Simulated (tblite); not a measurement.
## Geometry relaxation of C4H8OSi2

The run: geometry relaxation of C4H8OSi2. Method and program: GFN2-xTB geometry optimisation, gas phase (tblite 0.8.0).

It belongs to a series of runs on one base structure; here: constitutional isomer.

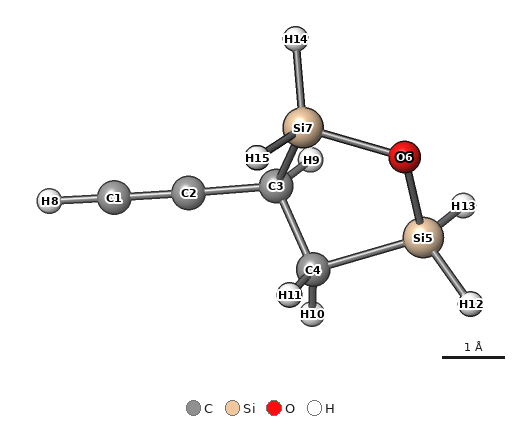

The starting structure (ball-and-stick view, seen at an oblique angle; atoms are numbered from 1 in the order of the input). Bond lengths as drawn: C–C 1.22 to 1.51 Å, C–H 1.06 to 1.11 Å, C–Si 1.87 to 1.89 Å, H–Si 1.45 to 1.49 Å and O–Si 1.73 Å.

Input file
```
{"job": {"kind": "relax", "xc": "GFN2-xTB", "basis": "xTB"}, "charge": 0, "multiplicity": 1}
C      2.979700    -0.403800    -0.849800
C      1.880300    -0.247200    -0.337300
C      0.614400    -0.072800     0.317300
C     -0.424800    -1.002000    -0.273100
Si    -1.959300    -0.410600     0.659900
O     -1.820100     1.296600     0.392900
Si    -0.174600     1.579000    -0.051800
H      3.930700    -0.517900    -1.313800
H      0.639400    -0.234000     1.414000
H     -0.243700    -2.068900    -0.070300
H     -0.632700    -0.782300    -1.335500
H     -3.188100    -0.952400     0.093100
H     -1.816800    -0.716100     2.111100
H      0.403100     2.669200     0.708300
H     -0.191800     1.871300    -1.487100
```

The first line tells a small driver script what to run in tblite; the rest is the geometry in Å.

Launched with:
```bash
OMP_NUM_THREADS=1 python <driver script> task.json out
```

Log
```
step      E/eV     max force
  0    -548.71573    2.852
  1    -548.80088    6.771
  2    -549.05694    0.788
  3    -549.09666    0.517
  4    -549.15322    0.457
  5    -549.17023    0.412
  6    -549.20179    0.346
  7    -549.21760    0.369
  8    -549.23724    0.374
  9    -549.25339    0.415
 10    -549.27049    0.353
 11    -549.28438    0.341
 12    -549.29557    0.305
 13    -549.30441    0.228
 14    -549.31125    0.207
 15    -549.31596    0.204
 16    -549.32041    0.181
 17    -549.32523    0.168
 18    -549.33016    0.207
 19    -549.33453    0.149
 20    -549.33813    0.139
 21    -549.34127    0.143
 22    -549.34462    0.183
 23    -549.34868    0.194
 24    -549.35303    0.182
 25    -549.35664    0.154
 26    -549.35923    0.108
 27    -549.36160    0.118
 28    -549.36415    0.134
 29    -549.36697    0.159
 30    -549.36977    0.135
 31    -549.37225    0.131
 32    -549.37463    0.133
 33    -549.37732    0.182
 34    -549.38043    0.176
 35    -549.38322    0.120
 36    -549.38516    0.104
 37    -549.38675    0.114
 38    -549.38859    0.159
 39    -549.39066    0.147
 40    -549.39248    0.088
 41    -549.39377    0.078
 42    -549.39489    0.095
 43    -549.39638    0.123
 44    -549.39817    0.110
 45    -549.39966    0.098
 46    -549.40075    0.087
 47    -549.40178    0.087
 48    -549.40279    0.107
 49    -549.40381    0.086
 50    -549.40499    0.067
 51    -549.40563    0.060
 52    -549.40662    0.080
 53    -549.40739    0.087
 54    -549.40800    0.055
 55    -549.40852    0.058
 56    -549.40908    0.051
 57    -549.40955    0.041
 58    -549.40981    0.037
 59    -549.40999    0.030
 60    -549.41014    0.031
 61    -549.41027    0.023
 62    -549.41038    0.032
 63    -549.41048    0.031
 64    -549.41057    0.022
 65    -549.41065    0.025
 66    -549.41072    0.028
 67    -549.41081    0.042
 68    -549.41091    0.039
 69    -549.41098    0.022
 70    -549.41102    0.019
 71    -549.41106    0.022
 72    -549.41111    0.035
 73    -549.41117    0.035
 74    -549.41121    0.021
 75    -549.41124    0.011
 76    -549.41125    0.013
 77    -549.41128    0.023
 78    -549.41132    0.031
 79    -549.41137    0.029
 80    -549.41141    0.015
 81    -549.41143    0.009
```

Trajectory as extended XYZ (Å, eV, eV/Å), 7 of the 82 frames kept, from step=0 to step=81
```
15
Properties=species:S:1:pos:R:3:forces:R:3 step=0 energy=-548.71573
C     2.9797   -0.4038   -0.8498   -1.8540   0.2990   0.8630
C     1.8803   -0.2472   -0.3373    2.7550  -0.3830  -0.6320
C     0.6144   -0.0728    0.3173    0.4020  -0.3230  -0.2320
C    -0.4248   -1.0020   -0.2731   -1.2330  -0.5670   0.3760
Si   -1.9593   -0.4106    0.6599   -0.7500   1.0940   0.2550
O    -1.8201    1.2966    0.3929    1.8310  -1.8700  -0.0370
Si   -0.1746    1.5790   -0.0518   -1.6180   1.3410   0.0250
H     3.9307   -0.5179   -1.3138   -0.5680   0.0400   0.1990
H     0.6394   -0.2340    1.4140    0.5000  -0.0110  -0.4710
H    -0.2437   -2.0689   -0.0703    0.2580   0.3520  -0.5320
H    -0.6327   -0.7823   -1.3355    0.5570  -0.5460   0.3180
H    -3.1881   -0.9524    0.0931   -0.0340   0.2890   0.0190
H    -1.8168   -0.7161    2.1111   -0.0990   0.2430  -0.4320
H     0.4031    2.6692    0.7083   -0.1260   0.0980   0.1980
H    -0.1918    1.8713   -1.4871   -0.0220  -0.0540   0.0840
15
Properties=species:S:1:pos:R:3:forces:R:3 step=14 energy=-549.31125
C     3.0090   -0.4137   -0.8833    0.0240  -0.0290  -0.0460
C     1.9227   -0.2757   -0.3963    0.0130   0.0280   0.0210
C     0.6428   -0.0762    0.2310    0.0740   0.0050  -0.0690
C    -0.4360   -1.0874   -0.2206    0.1390   0.0610   0.0060
Si   -1.9997   -0.4444    0.6535    0.0010   0.0950   0.0080
O    -1.6902    1.1598    0.4532   -0.0070   0.0710  -0.0700
Si   -0.1993    1.6256   -0.0409   -0.0680   0.0710  -0.0070
H     3.9573   -0.5436   -1.3178   -0.0970   0.0010   0.0150
H     0.7833   -0.1827    1.3155    0.0660  -0.0590  -0.0220
H    -0.1190   -2.1130   -0.0385   -0.0550  -0.0240   0.1740
H    -0.5603   -0.9951   -1.3024   -0.0350  -0.0370  -0.0260
H    -3.2970   -0.6835    0.0604   -0.0790  -0.0490  -0.1530
H    -1.9676   -0.6403    2.0946   -0.0050  -0.1490   0.1440
H     0.2127    2.7142    0.8266    0.0340  -0.0200   0.0680
H    -0.2630    1.9638   -1.4570   -0.0050   0.0360  -0.0450
15
Properties=species:S:1:pos:R:3:forces:R:3 step=27 energy=-549.36160
C     2.9992   -0.4301   -0.9493    0.0090  -0.0110  -0.0510
C     1.9101   -0.2506   -0.4850    0.0400   0.0070   0.0820
C     0.6631   -0.0414    0.1978   -0.0580  -0.0490   0.0310
C    -0.4139   -1.0903   -0.1480   -0.1000  -0.0630  -0.0020
Si   -2.0220   -0.4180    0.6211   -0.0200  -0.0550   0.0030
O    -1.6912    1.1806    0.4499   -0.0780   0.0050   0.0200
Si   -0.1992    1.6587   -0.0282   -0.0340   0.0150   0.0250
H     3.9425   -0.5847   -1.3768    0.0310  -0.0090  -0.0910
H     0.8836   -0.1338    1.2713   -0.0190   0.0020   0.0050
H    -0.1282   -2.0833    0.2003    0.0680   0.0160   0.0000
H    -0.5319   -1.1590   -1.2318    0.0950   0.0060  -0.0160
H    -3.2687   -0.6455   -0.0938    0.0440  -0.0120  -0.0270
H    -2.0654   -0.7463    2.0444   -0.0650   0.0660   0.0340
H     0.1985    2.6768    0.9277    0.0710   0.0460   0.0170
H    -0.2811    2.0749   -1.4215    0.0170   0.0350  -0.0300
15
Properties=species:S:1:pos:R:3:forces:R:3 step=40 energy=-549.39248
C     2.9334   -0.4412   -1.0506    0.0200   0.0130  -0.0160
C     1.9064   -0.2262   -0.4724    0.0130  -0.0590  -0.0310
C     0.6707   -0.0251    0.2361    0.0590  -0.0540   0.0050
C    -0.3771   -1.1158   -0.0784    0.0400   0.0220   0.0200
Si   -2.0325   -0.4317    0.5764   -0.0180   0.0190   0.0130
O    -1.6913    1.1714    0.4468   -0.0620   0.0160  -0.0110
Si   -0.1957    1.6741    0.0083   -0.0310  -0.0310   0.0110
H     3.8413   -0.6082   -1.5494   -0.0310   0.0130  -0.0170
H     0.9020   -0.0990    1.3076    0.0310   0.0220   0.0290
H    -0.0698   -2.0671    0.3620   -0.0360   0.0330  -0.0620
H    -0.4268   -1.2672   -1.1617    0.0060   0.0030   0.0880
H    -3.1886   -0.6888   -0.2689   -0.0010   0.0080  -0.0300
H    -2.2557   -0.6943    1.9966    0.0070  -0.0060  -0.0130
H     0.2612    2.6528    0.9828   -0.0310   0.0340   0.0440
H    -0.2820    2.1743   -1.3571    0.0340  -0.0340  -0.0310
15
Properties=species:S:1:pos:R:3:forces:R:3 step=54 energy=-549.40800
C     2.8709   -0.4366   -1.1565   -0.0250   0.0150   0.0080
C     1.8991   -0.2245   -0.4883   -0.0070  -0.0240  -0.0010
C     0.7079   -0.0208    0.2963   -0.0200   0.0090   0.0160
C    -0.3464   -1.1156    0.0185    0.0240  -0.0010  -0.0020
Si   -2.0503   -0.4280    0.5328    0.0450   0.0180  -0.0230
O    -1.6990    1.1715    0.4115   -0.0120   0.0180   0.0030
Si   -0.1809    1.6672    0.0549   -0.0260   0.0390   0.0080
H     3.7291   -0.6067   -1.7351   -0.0070   0.0100   0.0000
H     0.9980   -0.0726    1.3536   -0.0010  -0.0410   0.0150
H    -0.0675   -2.0499    0.5059    0.0190  -0.0120  -0.0030
H    -0.3499   -1.3135   -1.0561   -0.0170  -0.0510  -0.0120
H    -3.1046   -0.6983   -0.4370   -0.0070  -0.0010   0.0290
H    -2.4084   -0.6680    1.9275   -0.0010  -0.0120  -0.0120
H     0.1912    2.6463    1.0656    0.0010   0.0250   0.0130
H    -0.1936    2.1575   -1.3156    0.0340   0.0060  -0.0390
15
Properties=species:S:1:pos:R:3:forces:R:3 step=68 energy=-549.41091
C     2.8536   -0.4218   -1.1725   -0.0290   0.0030   0.0180
C     1.8922   -0.2246   -0.4850    0.0350   0.0000  -0.0170
C     0.7068   -0.0237    0.3083   -0.0030   0.0120   0.0040
C    -0.3431   -1.1216    0.0273   -0.0180   0.0000   0.0030
Si   -2.0479   -0.4250    0.5213   -0.0130  -0.0020   0.0000
O    -1.6984    1.1749    0.3951    0.0010   0.0070  -0.0020
Si   -0.1745    1.6709    0.0631    0.0060   0.0040  -0.0040
H     3.7035   -0.5894   -1.7638   -0.0020   0.0110   0.0010
H     0.9986   -0.0877    1.3646    0.0050  -0.0040  -0.0010
H    -0.0670   -2.0476    0.5321   -0.0010  -0.0180  -0.0020
H    -0.3410   -1.3413   -1.0434    0.0140  -0.0050   0.0020
H    -3.1078   -0.6946   -0.4417    0.0030   0.0000   0.0060
H    -2.4132   -0.6726    1.9132    0.0030   0.0090  -0.0010
H     0.1731    2.6625    1.0728    0.0000  -0.0200  -0.0040
H    -0.1394    2.1496   -1.3133    0.0000   0.0030  -0.0030
15
Properties=species:S:1:pos:R:3:forces:R:3 step=81 energy=-549.41143
C     2.8452   -0.4112   -1.1816    0.0070   0.0020  -0.0020
C     1.8895   -0.2262   -0.4835    0.0000   0.0070   0.0000
C     0.7063   -0.0290    0.3138    0.0010  -0.0020   0.0000
C    -0.3439   -1.1280    0.0359   -0.0010   0.0010   0.0040
Si   -2.0498   -0.4232    0.5150   -0.0040   0.0040  -0.0010
O    -1.6986    1.1753    0.3742    0.0000   0.0020   0.0030
Si   -0.1698    1.6671    0.0616    0.0010  -0.0030   0.0000
H     3.6928   -0.5654   -1.7795    0.0050  -0.0010  -0.0020
H     1.0012   -0.0906    1.3691    0.0010  -0.0040   0.0000
H    -0.0743   -2.0505    0.5512    0.0010  -0.0030  -0.0030
H    -0.3310   -1.3577   -1.0326   -0.0080  -0.0030   0.0030
H    -3.1096   -0.6953   -0.4461   -0.0040  -0.0070  -0.0040
H    -2.4170   -0.6559    1.9088   -0.0010   0.0030   0.0040
H     0.1772    2.6457    1.0835   -0.0020   0.0010  -0.0030
H    -0.1225    2.1529   -1.3117    0.0040   0.0030   0.0020
```

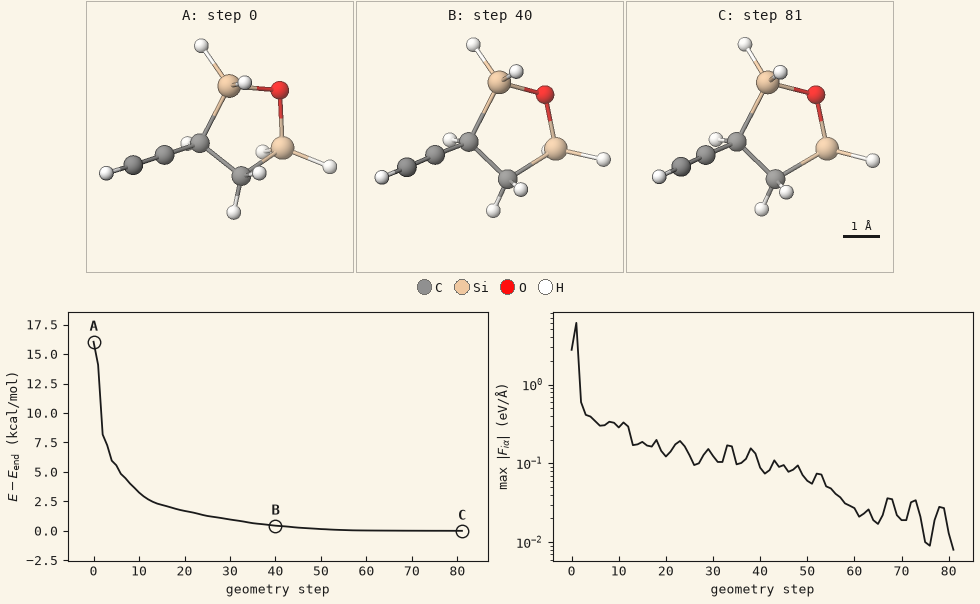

Frames of the relaxation (ball-and-stick view, seen at a tilt) above the curves, on which the letters mark them (steps are counted from 0).

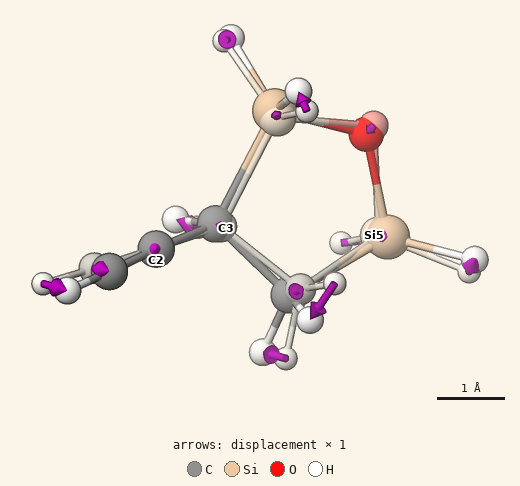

Start (faint) and end (solid) with the displacements as pink arrows, at true length (ball-and-stick view, seen at a tilt). The two geometries are laid on each other by the best rigid fit. The atom that moves furthest after the best rigid fit is H11 (0.72 Å). By element the largest moves are H 0.72 Å, C 0.35 Å, Si 0.17 Å, O 0.17 Å. Among the contacts that change: O6–Si7 1.728 → 1.636 Å, C3–Si7 1.867 → 1.926 Å, C3–C4 1.514 → 1.545 Å, Si5–H13 1.490 → 1.460 Å. Among the angles that change: Si5–O6–Si7 106.1° → 120.6°, H10–C4–H11 113.6° → 106.3°, C4–C3–Si7 100.1° → 107.1°. Over 81 geometry steps the energy falls by 16.0 kcal/mol. Largest force component: 2.8 eV/Å at the start, 0.008 eV/Å at the end. (Atoms are counted from 1 in the order of the input.)

Results in brief

```json
{"quantity": "outcome", "value": "converged"}
{"quantity": "total energy", "value": "−549.4114 eV"}
{"quantity": "hardware", "value": "1 CPU thread, shared host"}
{"quantity": "wall time", "value": "0.66 s"}
{"quantity": "peak memory", "value": "0.18 GiB"}
```
